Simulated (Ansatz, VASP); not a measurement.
**C (Diamond) in two plane-wave programs**

One calculation is typed for both programs; each brings its own data sets and cutoff. How far apart do they land?

Program: Ansatz 0.2.0. Level of theory: plane waves, with VASP 6.6.1 beside it; relaxation of cell and atoms at PBE with D3(BJ) and relaxation of cell and atoms at r2SCAN with rVV10. Results are calculated unless marked as measured.

### 1. Set-up

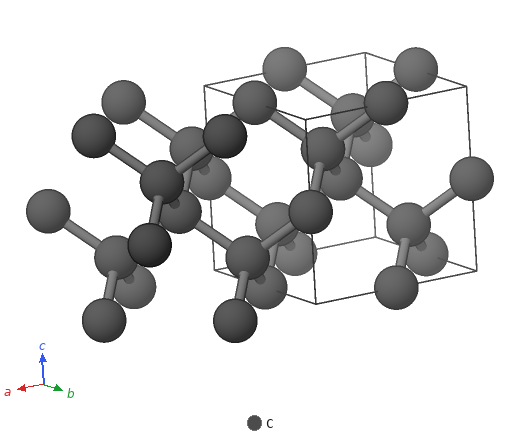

The starting structure, seen from a free direction (carbon dark grey). 2×1×1 cells are drawn. This picture shows the conventional cell, with its axes. Some periodic images of atoms are drawn too.

### 2. VASP: relaxation of cell and atoms, PBE with D3(BJ)

The relaxed volume is the usual yardstick between codes: its relative difference is about their pressure difference at one cell divided by the bulk modulus.

Lines of VASP's logs that name or quote its potential files are left out, and so is its time.

INCAR reads:

```
SYSTEM = C
PREC = Accurate
ENCUT = 560
EDIFF = 1E-06
NELM = 100
ISMEAR = -1
SIGMA = 0.05
LREAL = .FALSE.
ALGO = Normal
GGA = PE
IVDW = 12
NBANDS = 10
LORBIT = 11
LWAVE = .FALSE.
LCHARG = .FALSE.
KPAR = 2
IBRION = 2
NSW = 60
ISIF = 3
EDIFFG = -0.01
```

POSCAR reads:

```
C
1.0
    0.0000000000      1.7833700000      1.7833700000
    1.7833700000      0.0000000000      1.7833700000
    1.7833700000      1.7833700000      0.0000000000
C
2
Direct
    0.0000000000      0.0000000000      0.0000000000
    0.2500000000      0.2500000000      0.2500000000
```

KPOINTS reads:

```
Automatic mesh
0
Gamma
11 11 11
0 0 0
```

PAW data sets: C (PBE family, release 64).

The run is started by

```bash
$ mpirun -np 2 vasp_std
```

Numbers of over 12 decimals in the logs are rounded to 6 here.

The program printed:

```text
[banner, memory and clock lines left out]
running    2 mpi-ranks, on    1 nodes
 distrk:  each k-point on    1 cores,    2 groups
 distr:  one band on    1 cores,    1 groups

 POSCAR found type information on POSCAR C
 POSCAR found :  1 types and       2 ions
 LDA part: xc-table for (Slater+PW92), standard interpolation
 POSCAR, INCAR and KPOINTS ok, starting setup
 FFT: planning ... GRIDC
 FFT: planning ... GRID_SOFT
 FFT: planning ... GRID
 WAVECAR not read
 entering main loop
       N       E                     dE             d eps       ncg     rms          rms(c)
DAV:   1     0.205055906450E+01    0.20506E+01   -0.51758E+03  1146   0.844E+02
DAV:   2    -0.184675944037E+02   -0.20518E+02   -0.19842E+02  1504   0.131E+02
DAV:   3    -0.188244813418E+02   -0.35689E+00   -0.35576E+00  1348   0.144E+01
DAV:   4    -0.188251758601E+02   -0.69452E-03   -0.69448E-03  1230   0.708E-01
DAV:   5    -0.188251767864E+02   -0.92628E-06   -0.92611E-06  1258   0.255E-02    0.554E+00
DAV:   6    -0.183462717811E+02    0.47891E+00   -0.26700E-01  1174   0.388E+00    0.331E+00
DAV:   7    -0.181851163520E+02    0.16116E+00   -0.32253E-01  1230   0.432E+00    0.754E-01
DAV:   8    -0.181868567397E+02   -0.17404E-02   -0.77841E-03  1174   0.712E-01    0.433E-02
DAV:   9    -0.181868917623E+02   -0.35023E-04   -0.65592E-05  1366   0.693E-02    0.236E-02
DAV:  10    -0.181869116158E+02   -0.19854E-04   -0.15706E-05  1168   0.381E-02    0.506E-03
DAV:  11    -0.181869116586E+02   -0.42718E-07   -0.19857E-07   998   0.446E-03
   1 F= -.18569512E+02 E0= -.18569512E+02  d E =-.185695E+02
 curvature:   0.00 expect dE= 0.000E+00 dE for cont linesearch  0.000E+00
 trial: gam= 0.00000 g(F)=  0.244E-47 g(S)=  0.388E-02 ort = 0.000E+00 (trialstep = 0.100E+01)
 search vector abs. value=  0.388E-02
 bond charge predicted
       N       E                     dE             d eps       ncg     rms          rms(c)
DAV:   1    -0.181812262905E+02    0.56853E-02   -0.78091E-02  1194   0.248E+00    0.254E-01
DAV:   2    -0.181803569968E+02    0.86929E-03   -0.92395E-04  1194   0.262E-01    0.143E-01
DAV:   3    -0.181799921650E+02    0.36483E-03   -0.58826E-04  1174   0.178E-01    0.205E-02
DAV:   4    -0.181799921170E+02    0.47975E-07   -0.73114E-06  1202   0.259E-02
   2 F= -.18569057E+02 E0= -.18569057E+02  d E =0.455565E-03
 trial-energy change:    0.000456  1 .order    0.000501   -0.003883    0.004885
 step:   0.4506(harm=  0.4429)  dis= 0.00000  next Energy=   -18.570391 (dE=-0.879E-03)
 bond charge predicted
       N       E                     dE             d eps       ncg     rms          rms(c)
DAV:   1    -0.181852715216E+02   -0.52794E-02   -0.23291E-02  1196   0.134E+00    0.140E-01
DAV:   2    -0.181850100361E+02    0.26149E-03   -0.27382E-04  1188   0.142E-01    0.784E-02
DAV:   3    -0.181848968084E+02    0.11323E-03   -0.17584E-04  1178   0.973E-02    0.108E-02
DAV:   4    -0.181848964854E+02    0.32298E-06   -0.22309E-06  1180   0.143E-02
   3 F= -.18570391E+02 E0= -.18570391E+02  d E =-.878506E-03
 curvature:  -0.22 expect dE=-0.101E-08 dE for cont linesearch -0.101E-08
 trial: gam=-0.00108 g(F)=  0.345E-48 g(S)=  0.457E-08 ort = 0.421E-05 (trialstep = 0.890E+00)
 search vector abs. value=  0.100E-09
 reached required accuracy - stopping structural energy minimisation
```

From OUTCAR (step 2):

```text
ion  position               nearest neighbor table
   1  0.000  0.000  0.000-   2 1.54   2 1.54   2 1.54   2 1.54
   2  0.250  0.250  0.250-   1 1.54   1 1.54   1 1.54   1 1.54

  LATTYP: Found a face centered cubic cell.
 ALAT       =     3.5667400000

 Subroutine GETGRP returns: Found 48 space group operations
 (whereof 24 operations were pure point group operations)

The static configuration has the point symmetry T_d .
 The point group associated with its full space group is O_h .

 Found     56 irreducible k-points:

   k-points           NKPTS =     56   k-points in BZ     NKDIM =     56   number of bands    NBANDS=     10

   dimension x,y,z NGX =    20 NGY =   20 NGZ =   20
   dimension x,y,z NGXF=    40 NGYF=   40 NGZF=   40

   ENCUT  =  560.0 eV  41.16 Ry    6.42 a.u.   4.87  4.87  4.87*2*pi/ulx,y,z

   NELECT =       8.0000    total number of electrons

 k-points in reciprocal lattice and weights: Automatic mesh
   0.00000000  0.00000000  0.00000000       0.001
   0.09090909  0.00000000  0.00000000       0.006
   0.18181818  0.00000000  0.00000000       0.006
   0.27272727  0.00000000  0.00000000       0.006
   0.36363636  0.00000000  0.00000000       0.006
   0.45454545  0.00000000  0.00000000       0.006
   0.09090909  0.09090909  0.00000000       0.005
   0.18181818  0.09090909  0.00000000       0.018
   0.27272727  0.09090909  0.00000000       0.018
[...]
-0.36363636  0.45454545  0.18181818       0.018
  -0.27272727  0.45454545  0.18181818       0.018

 Edisp (eV)   -0.38906

 average (electrostatic) potential at core
       1 -45.2737       2 -45.2737

 E-fermi :  10.7691

 k-point     1 :       0.0000    0.0000    0.0000
  band No.  band energies     occupation
      1     -11.7397      2.00000
      2       9.8391      2.00000
      3       9.8391      2.00000
      4       9.8391      2.00000
      5      15.4501      0.00000
      6      15.4501      0.00000
      7      15.4501      0.00000
      8      23.3445      0.00000
      9      29.2303      0.00000
    ...

 k-point     2 :       0.0909    0.0000    0.0000
  band No.  band energies     occupation
      1     -11.5097      2.00000
      2       8.4054      2.00000
      3       9.4588      2.00000
      4       9.4588      2.00000
      5      15.9492      0.00000
      6      15.9492      0.00000
      7      16.2788      0.00000
      8      23.5335      0.00000
      9      29.6065      0.00000
    ...

 k-point     3 :       0.1818    0.0000    0.0000
  band No.  band energies     occupation
      1     -10.8230      2.00000
      2       5.5515      2.00000
      3       8.6702      2.00000
      4       8.6702      2.00000
      5      16.9773      0.00000
      6      16.9773      0.00000
      7      17.4518      0.00000
      8      24.0685      0.00000
      9      30.3300      0.00000
    ...

 Edisp (eV)   -0.38549

  Total      -0.00025    -0.00025    -0.00025    -0.00000     0.00000     0.00000
  in kB      -0.03578    -0.03578    -0.03578    -0.00000     0.00000     0.00000
  external pressure =       -0.04 kB  Pullay stress =        0.00 kB

  energy-cutoff  :      560.00
  volume of cell :       11.26
      direct lattice vectors                 reciprocal lattice vectors
    -0.000000000  1.778880233  1.778880233    -0.281075696  0.281075696  0.281075696
     1.778880233 -0.000000000  1.778880233     0.281075696 -0.281075696  0.281075696
     1.778880233  1.778880233  0.000000000     0.281075696  0.281075696 -0.281075696

 POSITION                                       TOTAL-FORCE (eV/Angst)
 -----------------------------------------------------------------------------------
      0.00000      0.00000      0.00000         0.000000      0.000000      0.000000
      0.88944      0.88944      0.88944        -0.000000     -0.000000     -0.000000
 -----------------------------------------------------------------------------------
    total drift:                                0.000000      0.000000      0.000000

  FREE ENERGIE OF THE ION-ELECTRON SYSTEM (eV)
  ---------------------------------------------------
  free  energy   TOTEN  =       -18.5703906153 eV

  energy  without entropy=      -18.5703906153  energy(sigma->0) =      -18.57039062

 reached required accuracy - stopping structural energy minimisation

 total charge
# of ion       s       p       d       tot
------------------------------------------
    1        0.829   1.756   0.000   2.586
    2        0.829   1.756   0.000   2.586
--------------------------------------------------
tot          1.659   3.512   0.000   5.171

[... 3 further parts left out ...]
```

CONTCAR:

```
C
   1.00000000000000
    -0.0000000000000000    1.7788802327742859    1.7788802327742859
     1.7788802327742859   -0.0000000000000000    1.7788802327742859
     1.7788802327742859    1.7788802327742859    0.0000000000000000
  C
     2
Direct
     0.0000000000000000    0.0000000000000000    0.0000000000000000
     0.2500000000000000    0.2500000000000000    0.2500000000000000
```

### 3. Ansatz: relaxation of cell and atoms, PBE with D3(BJ)

Ansatz runs on its default PAW (the set named soft_2) files.

The same cell, functional, mesh and smearing now go to Ansatz, which takes its cutoff from its data sets.

input.yaml reads:

```yaml
crystal:
  lattice:
    - [0.0, 1.78337, 1.78337]
    - [1.78337, 0.0, 1.78337]
    - [1.78337, 1.78337, 0.0]
  atoms:
    - { symbol: C, position: [0.0, 0.0, 0.0] }
    - { symbol: C, position: [0.25, 0.25, 0.25] }
hamiltonian:
  xc: pbe
  pseudopotentials: { kind: paw }
  dispersion: d3bj
kpoints:
  mp_grid: { grid: [11, 11, 11] }
scf:
  occupations: { method: fermi_dirac, width: 0.05 }
relax:
  f_tol: 0.01
  max_steps: 60
  cell: { stress_tol: 0.05 }
output:
  forces: true
  stress: true
  write_density: true
  write_potential: true
  elf: true
  volumetric_format: npy
```

The run is started by

```bash
$ ansatz run input.yaml --threads 4 --pin off --max-ram 9216MiB --backend cpu --events-out ev --progress --plain --runs-dir out
```

The program printed:

```text
Engine: ansatz 0.2.0, aarch64-unknown-linux-gnu
Pseudopotentials: kind: paw
Pseudopotential: C, paw, valence charge 4, recommended cutoff 420 eV (normal), C.paw.azcp
Functional definition: PBE
  parameter kappa = 0.804
  parameter beta = 0.066725
  exchange = pbe_x(kappa = kappa, mu = beta*pi^2/3)
  correlation = pbe_c(beta = beta)
Crystal: 2 atoms, lattice volume = 11.344 Å³
Basis set: ecut = 420 eV, 229 PW (Γ), exchange–correlation on 36×36×36 points (8 copies of the dense FFT grid, shifted against one another)
Bands: 8, of which v1, the nominal top of the filled ones, is band 4 counted from 1 (3 counted from 0)
Symmetry: 48 space group operations
Space group: Fd-3m (ITA 227), of the structure as read, at distance tolerance 2.2e-5 Å
k-points: 56 of 1331
Non-local potential: C, projectors of the file, l = 0: 2, l = 1: 2, l = 2: 1
PAW form: soft (Blöchl's): semilocal exchange-correlation on the pseudo side does not see the compensation charge
PAW one-centre angular grid: C, 110 points (default); XC on 64 Gauss nodes
Initial density: superposition of atomic densities (neutral atoms: chi_scale 0, normalization atom), corrected by the library's trained network
Initial wavefunctions: pseudopotential atomic-orbital guess
Functional: x = pbe(κ = 0.804, μ = 0.219515), c = pbe(β = 0.066725)
SCF iter   1: F=—  HF=-501.997972 eV  |F-HF|=—  |Δ(HF+E_count)|=         —  Δρ=1.75e-3  dr2=9.10e-5  ethr=1.77e-3  ⟨swp⟩=4.7  Hψ=2903  notcnv=0
preconditioner: auto → none  [insulator: Δε(μ)=4.144 eV  Ē_g=19.632 eV  σ=0.050 eV  W_gap=1.00  n_scr=0 (ndim 8)  ℏωp=31.2 eV  f_vac=0.000  D(μ)=0.00/eV (n_scr^D=0)  ε∞_Penn≈3.5]
SCF iter   2: F=—  HF=-501.998085 eV  |F-HF|=—  |Δ(HF+E_count)|=   1.13e-4  Δρ=9.04e-4  dr2=2.52e-5  ethr=1.14e-6  ⟨swp⟩=2.0  Hψ=1095  notcnv=0
SCF iter   3: F=—  HF=-501.998137 eV  |F-HF|=—  |Δ(HF+E_count)|=   5.23e-5  Δρ=1.38e-4  dr2=1.40e-6  ethr=3.15e-7  ⟨swp⟩=2.1  Hψ=664  notcnv=0
SCF iter   4: F=—  HF=-501.998136 eV  |F-HF|=—  |Δ(HF+E_count)|=   4.58e-7  Δρ=6.33e-5  dr2=2.61e-7  ethr=1.75e-8  ⟨swp⟩=1.2  Hψ=478  notcnv=0
iter 5 did not close the SCF: its close was put off for the readings that it lacked (scf_convergence_deferred on its scf_iter line)
SCF iter   5: F=-501.998136 eV  HF=-501.998136 eV  |F-HF|=2.34e-10  |Δ(HF+E_count)|=   3.92e-8  Δρ=5.29e-6  dr2=1.35e-9  ethr=3.26e-9  ⟨swp⟩=2.4  Hψ=668  notcnv=0
SCF iter   6: F=-501.998136 eV  HF=-501.998136 eV  |F-HF|=6.37e-12  |Δ(HF+E_count)|=  2.57e-10  Δρ=6.24e-7  dr2=1.44e-11  ethr=1.69e-11  ⟨swp⟩=3.9  Hψ=1941  notcnv=0
SCF 1 converged in 6 iterations: F = -501.998136 eV  dr2 = 1.44e-11
  greatest PAW one-centre occupation: 0.644 electrons in one spin orbital (limit 2), on the C atom at site 1 (counted from 0), in its partial waves of l = 0
relax step   1: F+E_penalty+E_count = -501.99813643 eV  Δ(F+E_penalty+E_count) = +0.000e0 eV  max|allowed force component| = 1.018e-16 eV/Å  Δτ_max = 0.0000 Å  P = -3.611 GPa  Ω = 11.344 Å³  (6 SCF iters, accepted)
[...]
relax step   2: F+E_penalty+E_count = -501.99938135 eV  Δ(F+E_penalty+E_count) = -1.245e-3 eV  max|allowed force component| = 1.342e-16 eV/Å  Δτ_max = 0.0000 Å  P = -1.415 GPa  Ω = 11.288 Å³  energy of the carried Pulay correction = +3.633e-4 eV  (6 SCF iters, dr2 threshold 2.00e-7 eV, accepted)
[...]
relax step   3: F+E_penalty+E_count = -501.99977145 eV  Δ(F+E_penalty+E_count) = -3.901e-4 eV  max|allowed force component| = 1.573e-16 eV/Å  Δτ_max = 0.0000 Å  P = +0.014 GPa  Ω = 11.252 Å³  energy of the carried Pulay correction = +5.963e-4 eV  (6 SCF iters, dr2 threshold 2.00e-7 eV, accepted)
[...]
relax step   4: F+E_penalty+E_count = -501.99923263 eV  Δ(F+E_penalty+E_count) = +5.388e-4 eV  max|allowed force component| = 1.272e-16 eV/Å  Δτ_max = 0.0000 Å  P = -0.072 GPa  Ω = 11.252 Å³  stress off target by 7.24e-2 GPa  SCF on the basis re-selected at this cell (its energy is not comparable with the rows above)  (8 SCF iters)
[...]
relax step   5: F+E_penalty+E_count = -501.99924466 eV  Δ(F+E_penalty+E_count) = -1.203e-5 eV  max|allowed force component| = 1.434e-16 eV/Å  Δτ_max = 0.0000 Å  P = -0.000 GPa  Ω = 11.250 Å³  energy of the carried Pulay correction = +1.162e-5 eV  (6 SCF iters, accepted)
[...]
relax step   6: F+E_penalty+E_count = -501.99910570 eV  Δ(F+E_penalty+E_count) = +1.390e-4 eV  max|allowed force component| = 2.822e-16 eV/Å  Δτ_max = 0.0000 Å  P = -0.006 GPa  Ω = 11.250 Å³  stress off target by 5.59e-3 GPa  SCF on the basis re-selected at this cell (its energy is not comparable with the rows above)  (7 SCF iters)
basis re-selected at this cell: Δ(F+E_penalty+E_count) = +1.390e-4 eV, ΔP = -0.005 GPa vs the last step (what re-selecting the basis moved, of the pressure what is left beyond the Pulay correction that the steps carried, after the strain that the cell walked since its last selection, with what the two solves' SCF thresholds leave and, on support functions, any second-order correction that the steps lacked; it is no m [...]
SCF converged after 7 iterations
Free energy (F): -501.999106 eV
Harris-Foulkes:  -501.999106 eV  (|F-HF|=3.41e-13)
Internal energy: -501.999106 eV  (E = F + TS)
E sigma→0 (E₀):  -501.999106 eV
Fermi energy:    15.525965 eV
--- Per-component energies (eV) ---
  E_band       = 35.498772
  E_kinetic    = 185.111286
  E_local      = -121.794189  (includes V_loc(G=0)·N_el)
  E_nonlocal   = 53.416905
  E_hartree    = 26.652664
  E_xc         = -97.580739
  E_vxc        = -121.153325  (∫ρ·V_xc dr)
  E_paw        = -198.493621  (= ΣΔE_a)
  E_vpaw       = -13.387250  (= ΣTr[D̂ρ^β])
  E_aug_tail   = 0.000017  (compensation charges beyond the density's cutoff)
  E_ewald      = -348.925590
  E_disp       = -0.385839  (pairwise vdW)
  E_smearing   = -0.000000  (= −TS)
  E_closure    = 0.000000  (closes the sum)
  Σ components = -501.999106   (vs F -501.999106, Δ=0.00e0)
--- Forces (eV/Å), atoms counted from 1 ---
  atom   1  C     -0.00000000    -0.00000000    -0.00000000
  atom   2  C      0.00000000     0.00000000     0.00000000
  max |Σ_I F_I| component: 3.47e-18 eV/Å
--- Stress (GPa, compression-positive) ---
       -0.005589       0.000000      -0.000000
        0.000000      -0.005589      -0.000000
        0.000000       0.000000      -0.005589
  P = ⅓ Tr σ = -0.0056 GPa (-0.056 kbar)
--- Band table (eV; the first three rows and the last of 56) ---
  k-point 0: bands = ["-8.1242", "13.4664", "13.4664", "13.4664", "19.0835", "19.0835", "19.0835", "26.9344"]
  k-point 1: bands = ["-7.8942", "12.0302", "13.0851", "13.0851", "19.5831", "19.5831", "19.9127", "27.1252"]
  k-point 2: bands = ["-7.2074", "9.1746", "12.2948", "12.2948", "20.6121", "20.6121", "21.0818", "27.6660"]
  k-point 55: bands = ["0.7535", "1.9296", "4.4788", "6.0769", "22.6476", "24.8196", "26.1698", "26.5529"]
--- Relaxed structure (4 steps of the walk, 4 accepted, 2 SCFs on fresh bases) ---
  F+E_penalty+E_count = -501.99910570 eV   max|allowed force component| = 2.822e-16 eV/Å   (the final SCF, on the basis selected at the relaxed cell)
  cell:  # Å, volume = 11.2499 Å³
    - [0, 1.778442, 1.778442]
    - [1.778442, 0, 1.778442]
    - [1.778442, 1.778442, 0]
  atoms:
    - { symbol: C, position: [0, 0, 0] }
    - { symbol: C, position: [0.250000, 0.250000, 0.250000] }
```

It took 1.4 s on 4 threads of Arm Neoverse V1, shared host; peak memory 0.25 GiB.

### 4. Comparison

Known differences besides the PAW data sets themselves: both relaxations stop at a tolerance, which leaves soft axes loose, and VASP keeps its plane-wave basis; the cutoff is 420 eV in Ansatz and 560 eV in VASP; VASP leaves aspherical gradient terms in its spheres out (LASPH is not set), Ansatz keeps them; Ansatz adds a Pulay correction to the stress that steers its cell, VASP none. Total energies have different zeros and are not compared.

Compared:

| quantity | Ansatz | VASP | difference |
| --- | --- | --- | --- |
| volume (Å³) | 11.25 | 11.26 | -0.07 % |
| edge a after relaxation, in the typed setting (Å) | 2.515 | 2.516 | -0.02 % |

The walks stopped with -0.01 GPa left in Ansatz and 0.00 GPa in VASP; each walk ends within a tolerance, so the volume difference is uncertain by about these residues over the bulk modulus, most in soft cells.

(Part 1 of 2 ends here.)

[Lines on the potential files, build, host, timing and source positions are cut from VASP's logs without a mark.]

[Logs are printed without paths, hosts, clocks, repeated set-up lines and the standing remarks that a program may print on its own settings, such as how far it seeks lower states.]

[Hosts, paths, dates, database ids (printed as entryN), source tags and the programs' standing remarks are cut or masked in the printed files.]
